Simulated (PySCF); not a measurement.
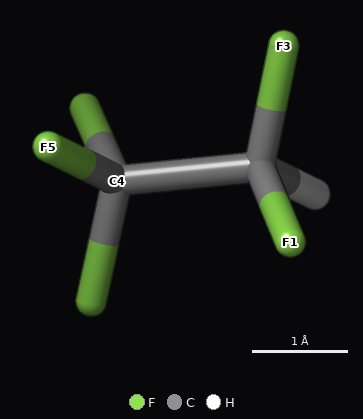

The input geometry (stick view, seen at a tilt; atoms are numbered from 1 in the order of the input).

# NMR shielding calculation of C2HF5

- system: C2HF5 (pentafluoroethane)
- method: GIAO B3LYP/pcSseg-2 NMR shielding, non-relativistic, gas phase (PySCF 2.14.0)

The geometry comes from this level: PBE0-D3(BJ)/def2-SVP. Figures and captions count atoms from 1; the log counts them from 0 in places.

**Output**
```
coarse grid: 8224 points
cycle   1  E = -576.0931844073  dE =  1.242e+00  |g| = 1.155e+00  |ddm| = 1.926e+00
cycle   2  E = -575.7450438984  dE =  3.481e-01  |g| = 1.949e+00  |ddm| = 1.156e+00
cycle   3  E = -576.2935628226  dE = -5.485e-01  |g| = 4.850e-02  |ddm| = 7.329e-01
cycle   4  E = -576.2937444936  dE = -1.817e-04  |g| = 3.431e-02  |ddm| = 3.193e-02
cycle   5  E = -576.2938921078  dE = -1.476e-04  |g| = 1.130e-02  |ddm| = 1.614e-02
cycle   6  E = -576.2939092590  dE = -1.715e-05  |g| = 1.441e-03  |ddm| = 4.338e-03
cycle   7  E = -576.2939095173  dE = -2.583e-07  |g| = 6.730e-04  |ddm| = 8.955e-04
final grid: 85808 points
cycle   8  E = -576.2810683343  dE = -8.099e-05  |g| = 5.189e-03  |ddm| = 2.542e-02
cycle   9  E = -576.2810636298  dE =  4.705e-06  |g| = 7.756e-03  |ddm| = 4.492e-03
cycle  10  E = -576.2810721484  dE = -8.519e-06  |g| = 3.508e-04  |ddm| = 2.728e-03
cycle  11  E = -576.2810721623  dE = -1.391e-08  |g| = 2.003e-04  |ddm| = 3.025e-04
cycle  12  E = -576.2810721696  dE = -7.263e-09  |g| = 3.097e-05  |ddm| = 1.170e-04
cycle  13  E = -576.2810721697  dE = -1.023e-10  |g| = 1.390e-05  |ddm| = 1.769e-05
```

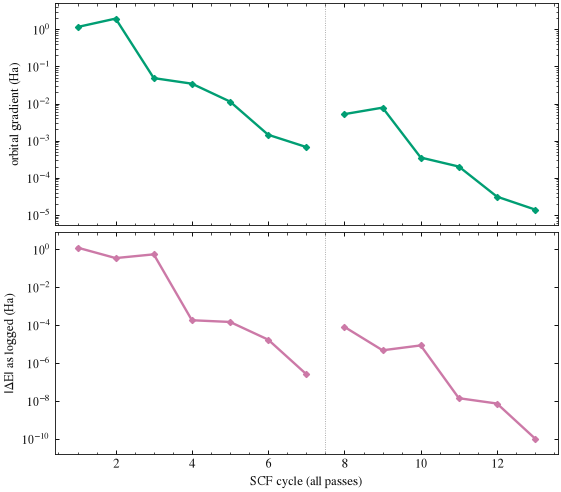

Convergence of the self-consistent field: orbital gradient and size of the energy change against the SCF cycle. The dotted line marks the change from a coarse to the final integration grid. The first 7 cycles use a coarse grid, the final grid takes over at cycle 8, and the field converges after 13 cycles in all.

```
converged SCF energy = -576.2810721697

GIAO shielding tensors (ppm)
atom      isotropic    diamagn.    paramagn.     s11        s22        s33       span
  0 F      322.582     467.008    -144.426    219.921    347.042    400.782    180.862
  1 C       63.451     237.868    -174.417     44.460     69.372     76.522     32.062
  2 F      322.950     466.992    -144.042    220.934    346.548    401.368    180.434
  3 C       49.259     239.738    -190.479     37.837     53.574     56.365     18.527
  4 F      277.543     468.053    -190.510    198.729    282.879    351.020    152.291
  5 F      265.114     468.340    -203.226    184.264    267.820    343.257    158.993
  6 F      265.397     468.346    -202.949    184.874    268.787    342.531    157.657
  7 H       25.655      28.451      -2.796     23.689     24.759     28.517      4.828
```

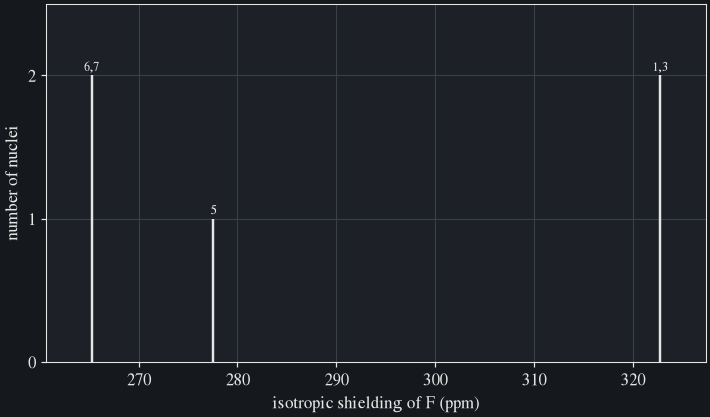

Isotropic shieldings of the fluorine nuclei in this fixed geometry, labelled by atom number; shielding grows to the right, so chemical shift grows to the left. The least shielded is F6 (265.1 ppm), the most shielded F3 (322.9 ppm).

This output came from the following input.

**Input file**
```
{"job": {"kind": "nmr", "xc": "B3LYP", "basis": "pcSseg-2", "pop": false}, "charge": 0, "multiplicity": 1}
F     -0.090836    -1.731716     0.183181
C      0.349673    -0.594849    -0.369516
F      1.668664    -0.486444    -0.171230
C     -0.351250     0.586835     0.303370
F     -0.093376     0.624865     1.601418
F      0.060637     1.723826    -0.248935
F     -1.663923     0.481189     0.127936
H      0.134543    -0.597140    -1.452361
```

The first line tells a small driver script what to run in PySCF; the rest is the geometry in Å.

**Summary**

| quantity | value |
| --- | --- |
| outcome | converged |
| total energy | −576.281072 hartree |
| HOMO | −10.36 eV |
| LUMO | 0.39 eV |
| dipole moment | 1.53 D |
| isotropic shielding, F | 265.1 to 322.9 ppm |
| isotropic shielding, C | 49.3 to 63.5 ppm |
| isotropic shielding, H | 25.7 ppm |
| hardware | 1 CPU thread, shared host |
| wall time | 27 s |
| peak memory | 1.1 GiB |
